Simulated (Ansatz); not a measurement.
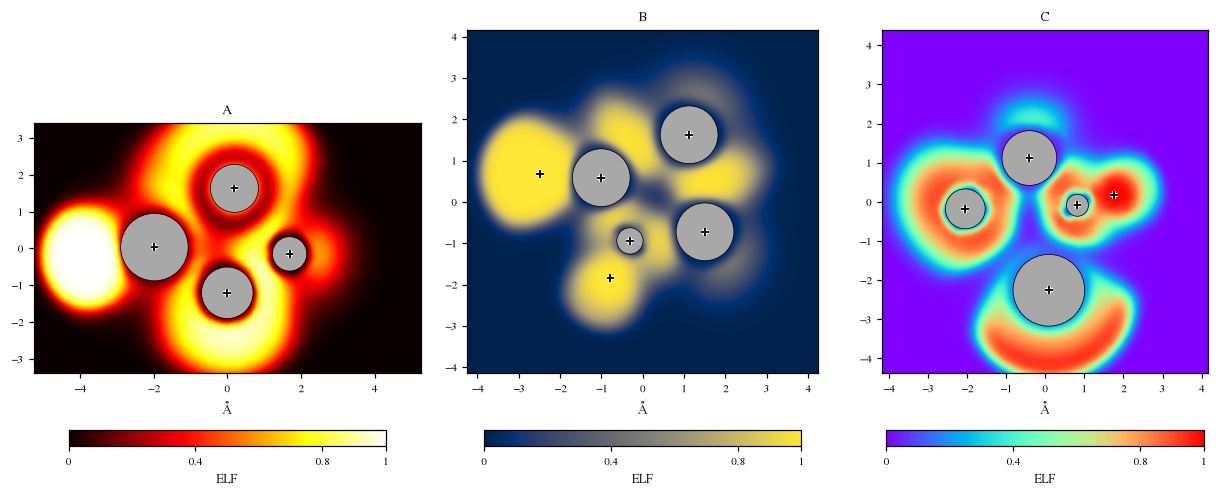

The electron localisation function of 3 systems, each on a plane through atoms (crosses mark nuclei in the plane; grey discs cover the cores).

Computed with Ansatz, isolated molecule in a Gaussian basis; Kohn-Sham density functional theory, functional PBE0.

System 1: H$_{6}$NSi$_{3}$ (SMILES [NH+]1=[SiH][SiH2][SiH2]1) (charge +1), the plane of atoms Si2, Si4 and Si3. Geometry: B3LYP/6-31G*.

| atom | x (Å) | y (Å) | z (Å) |
| --- | --- | --- | --- |
| N | -2.2388 | -0.2438 | 0.1665 |
| Si | -1.6349 | -0.0186 | -1.3830 |
| Si | -1.5560 | -1.8166 | 0.8024 |
| Si | -0.4150 | -2.0429 | -1.2726 |
| H | -2.0481 | 1.2013 | -2.1187 |
| H | -2.8715 | 0.3644 | 0.6870 |
| H | -2.6450 | -2.7825 | 1.0529 |
| H | -0.7081 | -1.5648 | 1.9853 |
| H | -0.9055 | -3.0250 | -2.2633 |
| H | 1.0427 | -1.7997 | -1.3255 |

System 2: BGaH$_{4}$SiSn, the plane of atoms B1, Si3 and Ga2. Geometry: PBE0-D3(BJ)/def2-SVP; core potentials replace the inner electrons of Sn.

```xyz
8

B    -1.7379    0.4227   -0.8341
Ga    0.9081    2.8619   -0.0900
Si   -1.3463    2.3277   -0.3929
Sn    0.5720    0.2401   -0.6189
H    -2.2221   -0.3170   -0.0025
H    -2.0953    0.3229   -1.9910
H    -0.5697    2.2686    1.0583
H     1.7399    4.0258    0.5333
```

System 3: ClGaH$_{3}$OSi (SMILES Cl[SiH2][OH+][Ga]) (charge +1), the plane of atoms Ga2, O3 and H7. Geometry: B3LYP-D3(BJ)/def2-SVP.

```xyz
7

Cl    2.2461   -0.3807    0.2538
Ga    1.7548    2.0147   -1.4507
O    -0.1090    0.8319   -0.8374
Si    0.1666   -0.5519    0.1463
H    -0.2111   -1.7789   -0.5771
H    -0.4339   -0.3620    1.4785
H    -1.0170    1.0648   -1.0965
```

Q: Match each panel to its system.

A: Panel A is system 2, BGaH$_{4}$SiSn: the plane holds B, Ga, Si and Sn. Si–B (1.99 Å): the ELF peaks at about 0.90 between the atoms; localised, covalent bonding. Panel B is system 1, H$_{6}$NSi$_{3}$: the plane holds N, Si and H. Si–N (1.68 Å): the ELF peaks at about 0.90 between the atoms: a shared but strongly polarised pair. Panel C is system 3, ClGaH$_{3}$OSi: the plane holds Cl, Ga, O, Si and H. Si–O (1.72 Å): the ELF peaks at about 0.85 between the atoms: a polar covalent bond.
